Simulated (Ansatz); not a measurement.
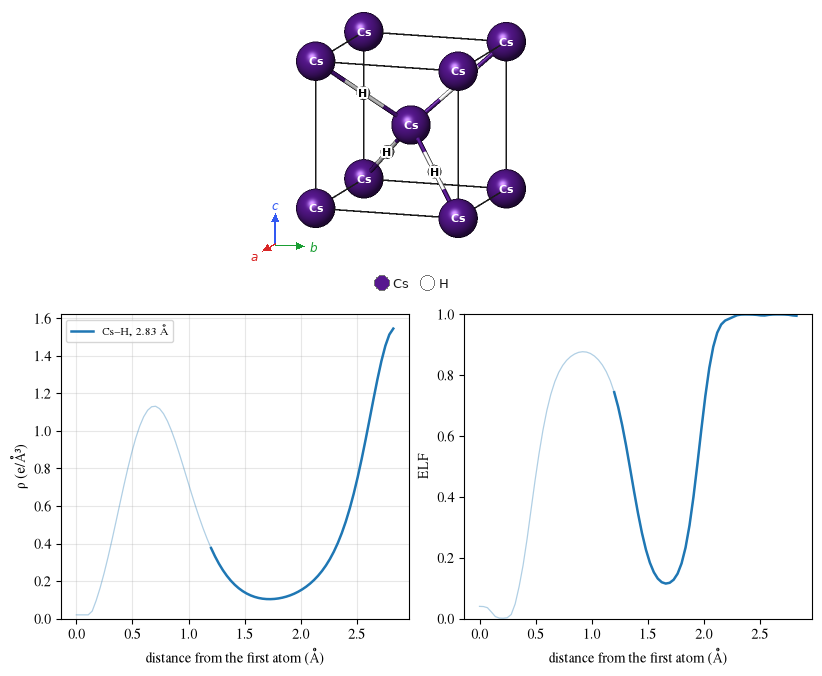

The picture shows: CsH2. Valence electron density and ELF along straight lines between neighbouring atoms. Thin, pale parts lie inside the atomic spheres. The structure is drawn too.

Space group Pn-3m; a structure generated by program, which may or may not match a known phase.

All numbers below come from Ansatz, DFT PBE, scalar-relativistic, plane waves, PAW.

Core electrons are frozen (PAW), and the valence fields are smoothed inside the atomic spheres.

```yaml
crystal:
  lattice:
    - [6.52533, 0.00000, 0.00000]
    - [0.00000, 6.52533, 0.00000]
    - [0.00000, 0.00000, 6.52533]
  atoms:
    - { symbol: Cs, position: [0.00000, 0.00000, 0.00000] }
    - { symbol: Cs, position: [0.50000, 0.50000, 0.50000] }
    - { symbol: H, position: [0.25000, 0.25000, 0.25000] }
    - { symbol: H, position: [0.25000, 0.75000, 0.75000] }
    - { symbol: H, position: [0.75000, 0.75000, 0.25000] }
    - { symbol: H, position: [0.75000, 0.25000, 0.75000] }
```

Question: What can be read from the curves?

Answer: Cs–H (2.83 Å): ρ at the midpoint is about 0.18 e/Å³; the ELF climbs to about 1 towards the hydrogen.
